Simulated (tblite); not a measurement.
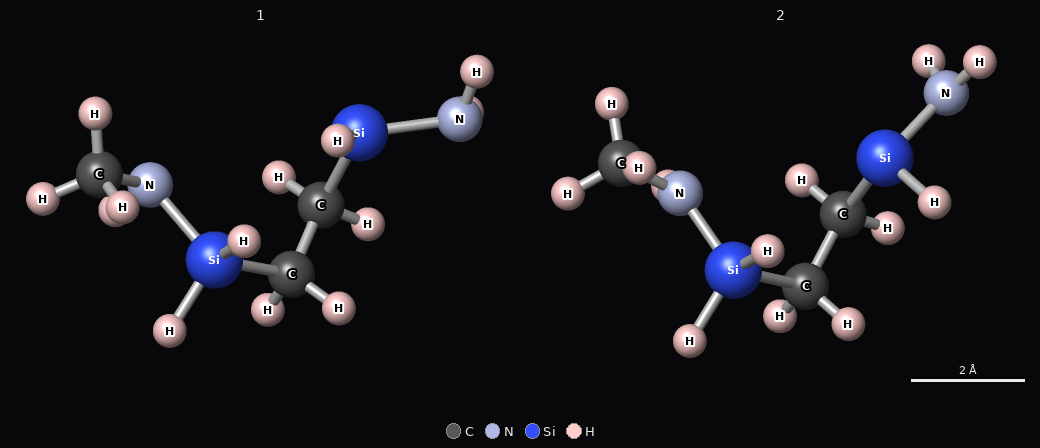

Two geometries of C3H13N2Si2 (multiplicity 2), drawn at one scale. One is the start of a relaxation, the other its converged end. The picture is a ball-and-stick view, seen at a tilt.

All numbers below come from GFN2-xTB geometry optimisation, gas phase (tblite 0.8.0). 

Q: Which of the two is the end point?

A: Structure 2 is the relaxed one. The atom that moves furthest after the best rigid fit is an H atom (1.75 Å). Largest moves by element: H 1.75 Å, N 0.76 Å, Si 0.61 Å, C 0.26 Å. Near-neighbour distances that change, for instance: Si–Si 3.491 → 3.370 Å, N–Si 1.811 → 1.718 Å, N–Si 1.809 → 1.741 Å, C–Si 1.840 → 1.894 Å. Among the angles between lasting bonds that change: C–N–Si 106.4° → 122.3°, Si–N–H 103.7° → 118.1°, Si–N–H 105.3° → 119.4°. Groups turn about C–Si by about 55°. Over 198 geometry steps the energy falls by 26.8 kcal/mol.
